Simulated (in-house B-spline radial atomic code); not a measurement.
# RPA and GW calculation, with input and output: Ag⁴⁵⁺

- system: Ag⁴⁵⁺, configuration 1s2.
- method: RPA, second-order and SOSEX correlation energies and G0W0 (contour deformation) on a non-relativistic mean field, all electrons, B-spline basis (in-house B-spline radial atomic code)

## Input
```
Z = 47
electrons = 2.0
configuration = 1s2
hamiltonian = nr
method = hf
lmax = 9
spin_polarised = False
box_radius = 2.26
intervals = 45
ion_configuration = 1s1
```

Hardware: 1 CPU thread, shared host.

The run was one of a batch that the task file lists, launched with:
```bash
python <driver script> task.json out
```

The program writes its results to a structured record and prints no log; tables and figures of this report are taken from that record.

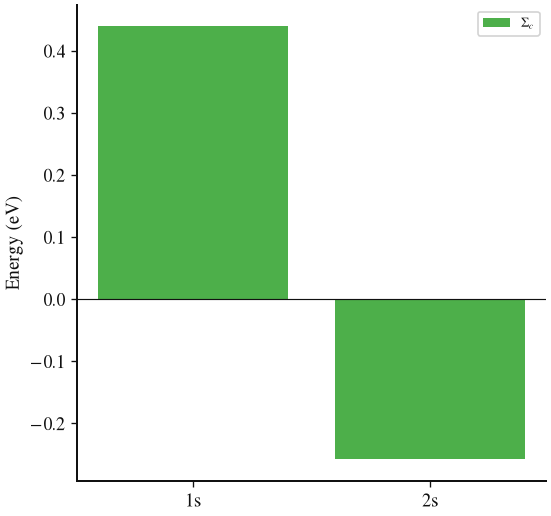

*The G₀W₀ correction to each level (on Hartree–Fock the correlation self-energy alone) for Ag⁴⁵⁺ (1s²). All-electron spherical atom, non-relativistic, Hartree-Fock start, no spin-orbit coupling, Breit or QED terms; computed with a B-spline radial code. The quasi-particle equation is solved at full frequency; levels of low quasi-particle weight Z are left out. Σ columns are in eV, and Σc holds an estimate for the angular momenta beyond the basis.*

G₀W₀ moves the highest occupied level, 1s, from −29260.2 to −29259.7 eV (renormalisation factor Z = 1.00). The empty level 2s goes from −7011.6 to −7011.9 eV.

```
Level  Mean field (eV)  Σc (eV)     Z  G₀W₀ (eV)
   1s         −29260.2      0.4  1.00   −29259.7
   2s          −7011.6     −0.3  1.00    −7011.9
```

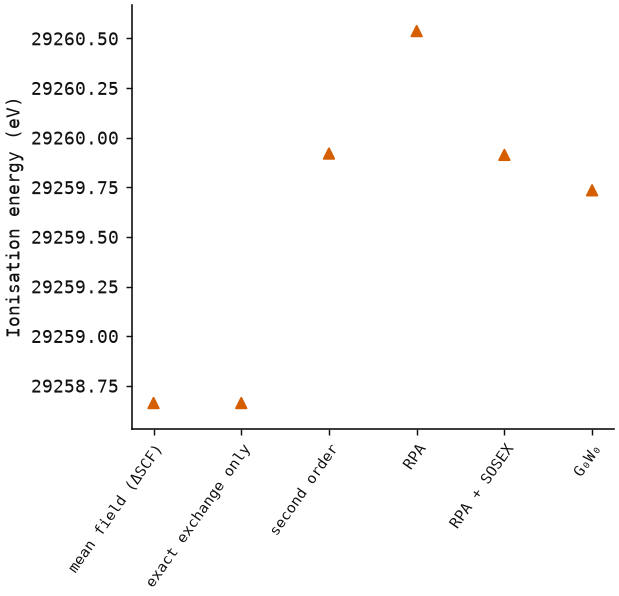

*The ionisation energy of Ag⁴⁵⁺ (1s² → 1s) across levels of theory. Differences of total energies, each species on its own start, beside the G₀W₀ level.*

The values run from 29258.66 eV (mean field (ΔSCF) and exact exchange only) to 29260.54 eV (RPA). The tabulated theoretical value is 30097.31 eV, off the plot; all methods lie below it by about 840 eV, far more than they differ, so the miss comes from what they share: relativity is left out.

```csv
Method,Ionisation energy (eV)
mean field (ΔSCF),29258.66
exact exchange only,29258.66
second order,29259.92
RPA,29260.54
RPA + SOSEX,29259.91
G₀W₀,29259.73
```

## Results in brief

- outcome: converged
- mean-field total energy: −2179.73603 hartree
- total energy with exact exchange alone: −2179.73603 hartree
- exact exchange energy: −29.15293 hartree
- RPA correlation, extrapolated in the angular momentum of the empty orbitals: −0.09190 hartree
- RPA correlation, as summed: −0.09180 hartree
- direct second-order term: −0.09240 hartree
- second-order exchange term: 0.04620 hartree
- SOSEX term: 0.04595 hartree
- wall time: 0.9 s

## Remarks

Relativity is left out, which matters for an atom this heavy. To bear in mind: relativity is absent.
